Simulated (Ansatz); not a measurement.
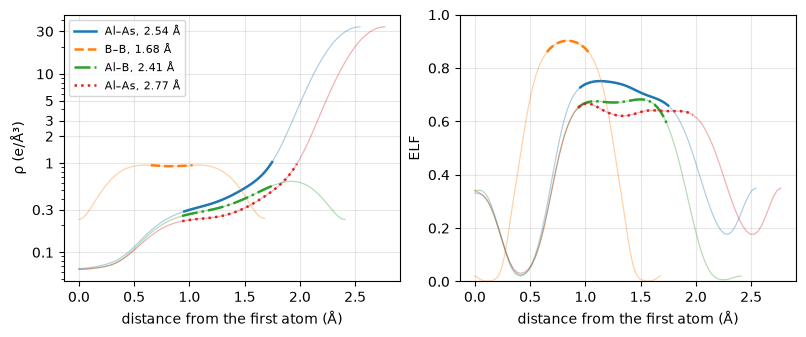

The picture shows: Al$_{3}$B$_{2}$As. Valence pseudo-density and electron localisation function along straight lines between neighbouring atoms. Thin, pale parts lie inside the atomic spheres.

Space group Cmmm; a structure generated by program, which may or may not match a known phase.

These are results of DFT PBE, scalar-relativistic, plane waves, PAW in Ansatz, not measurements.

The density is the valence pseudo-density of a PAW calculation; it isn't the true density close to the nuclei.

```cif
data_structure
_symmetry_space_group_name_H-M 'P 1'
_symmetry_Int_Tables_number 1
_cell_length_a 3.3609
_cell_length_b 13.6075
_cell_length_c 3.8191
_cell_angle_alpha 90.000
_cell_angle_beta 90.000
_cell_angle_gamma 90.000
_cell_volume 174.66
loop_
_atom_site_label
_atom_site_type_symbol
_atom_site_fract_x
_atom_site_fract_y
_atom_site_fract_z
_atom_site_occupancy
Al1 Al 0.00000 0.83826 0.00000 1
Al2 Al 0.50000 0.33826 0.00000 1
Al3 Al 0.00000 0.16174 0.00000 1
Al4 Al 0.50000 0.66174 0.00000 1
Al5 Al 0.00000 0.00000 0.50000 1
Al6 Al 0.50000 0.50000 0.50000 1
B1 B 0.25000 0.25000 0.50000 1
B2 B 0.75000 0.75000 0.50000 1
B3 B 0.25000 0.75000 0.50000 1
B4 B 0.75000 0.25000 0.50000 1
As1 As 0.00000 0.50000 0.00000 1
As2 As 0.50000 0.00000 0.00000 1
```

**What can be read from the curves?**

Al–As (2.54 Å): ρ at the midpoint is about 0.38 e/Å³; the ELF peaks at about 0.75 between the atoms.
B–B (1.68 Å): the density is about 0.92 e/Å³ at the midpoint; the ELF peaks at about 0.90 between the atoms.
Al–B (2.41 Å): the density is about 0.3 e/Å³ at the midpoint; the ELF peaks at about 0.70 in the valence shell of B, 0.9 Å from its nucleus, and is about 0.65 at the midpoint.
Al–As (2.77 Å): ρ at the midpoint is about 0.27 e/Å³; the ELF is about 0.60 at the midpoint.
